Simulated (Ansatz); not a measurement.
## BeSe: Be → Zr

Take BeSe in the zinc blende structure (space group F-43m, No. 216; a = 5.1288 Å) as the base.

One thing is altered: every Be is replaced by Zr; the structure is relaxed again.

Method: PBEsol in Ansatz (plane waves to 420 eV, PAW, no spin-orbit coupling), earlier PAW set. Settings: 14×14×14 k-points, 0.05 eV Fermi–Dirac smearing, for the changed cell.

```tsv
quantity	base	changed	shift
volume per atom	16.86 Å³	26.52 Å³	+9.654 Å³
density	4.33 g/cm³	5.33 g/cm³	+1.00 g/cm³
space group	F-43m (No. 216)	F-43m (No. 216)	–
shortest interatomic distance	2.221 Å	2.583 Å	+0.362 Å
band gap	2.47 eV	zero	–
```

Final structure:

```
ZrSe
1.0
    0.00000     2.98204     2.98204
    2.98204     0.00000     2.98204
    2.98204     2.98204     0.00000
Se Zr
1 1
Direct
  0.75000   0.75000   0.75000
  0.00000   0.00000   0.00000
```

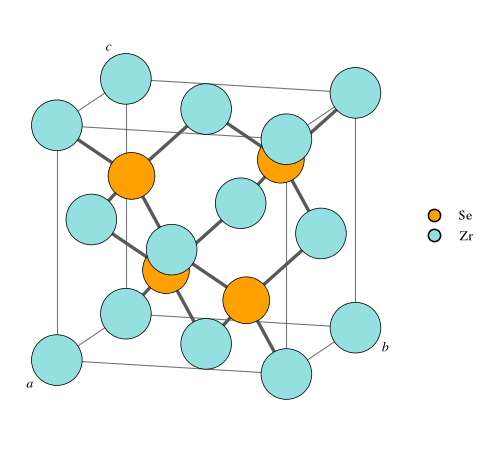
*The relaxed conventional cell after the change*

Stability against distortions was not tested. As relaxed here, ZrSe is a hypothetical phase, not in the database extracts checked. All final runs are without spin polarisation. ZrSe has a high density of states at the Fermi level and may be magnetic at this level.

Ansatz is an electronic-structure program.
